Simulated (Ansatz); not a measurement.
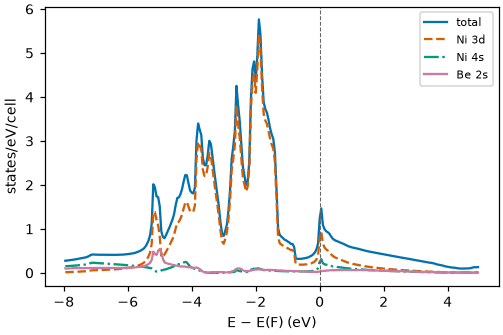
Total and projected density of states of BeNi (CsCl type, Pm-3m), DFT-LDA in the program Ansatz with PAW potentials

Q: Which orbitals carry the states next to the Fermi level?

A: Within 0.5 eV of the Fermi level: Ni 3d 57 %, Ni 4s 18 %, Be 2s 6 %, outside the projected shells 20 %. Projections are on Löwdin-orthogonalised atomic valence shells; empty p or d shells of many metals are not among them.

Q: Where is the tallest occupied peak in this window, and what makes it?

A: Near -1.9 eV, about 5.8 states/eV per cell; the largest projected share is Ni 3d.

The first step of the workflow began from a Materials Project structure, measured or hypothetical; the Crystallography Open Database copy checked does not list it. With Be and Ni taken as one species the cell has the higher symmetry Im-3m, so it may be an ordered model of a mixed-site phase. Its standing as an ambient phase is unchecked. The cell was relaxed with LDA under the symmetry of its start; of distortions, only those at the zone centre were tested. The run is not spin-polarised.

Potentials: the later of the program's two PAW sets.
